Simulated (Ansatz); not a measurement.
The calculation's input:

```
crystal:
  periodic: [false, false, false]
  atoms:
    - { symbol: "N", position_ang: [-0.1172, 1.4289, -0.9579] }
    - { symbol: C, position_ang: [-0.4699, 0.3105, -0.4888] }
    - { symbol: Si, position_ang: [-2.0522, -0.47347, -0.99968] }
    - { symbol: Cl, position_ang: [0.45571, -0.4246, 0.64612] }
    - { symbol: H, position_ang: [-0.9143, 1.7399, -1.6347] }
    - { symbol: H, position_ang: [-2.99104, -0.64563, 0.13602] }
    - { symbol: H, position_ang: [-1.88964, -1.80744, -1.61437] }
    - { symbol: H, position_ang: [-2.85152, 0.36474, -2.04347] }
basis:
  gaussian: { orbitals: def2-SVP }
hamiltonian:
  xc: blyp
relax:
  f_tol: 0.015
  max_steps: 40
output:
  orbitals: {}
```

Launched as:

```sh
ansatz run input.yaml --threads 1 --pin off --max-ram 2048MiB --backend cpu --events-out ev --progress --plain --runs-dir out
```

The fields are those of the relaxed geometry.

Level of theory: Ansatz 0.2.0, RKS BLYP/def2-SVP.

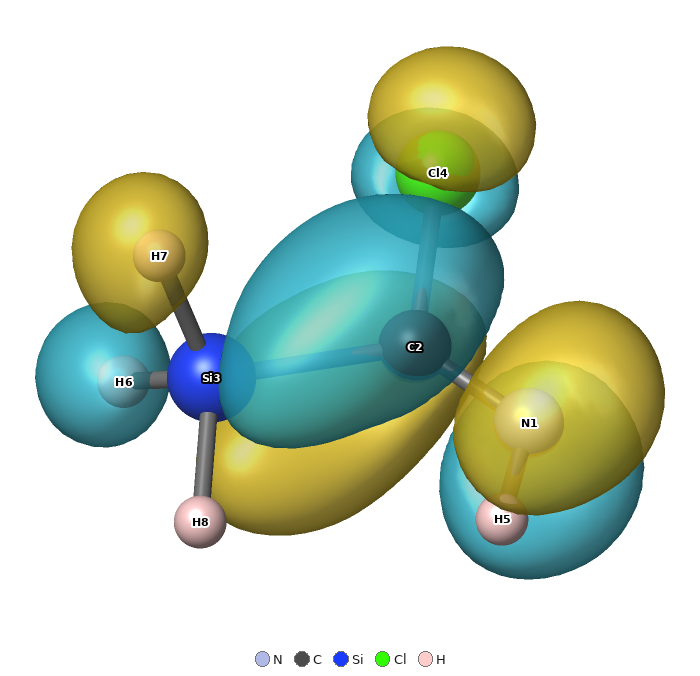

CH4ClNSi. The LUMO at ±0.08 Å⁻³ᐟ² (yellow and cyan are the two phases), seen at a tilt.

What is the character of this orbital?

Answer. By Hirshfeld shares it lies mainly on N1 (about 35 %), C2 (about 35 %) and Cl4 (about 10 %); π-antibonding (π*) across N1–C2. Its energy is −1.92 eV.
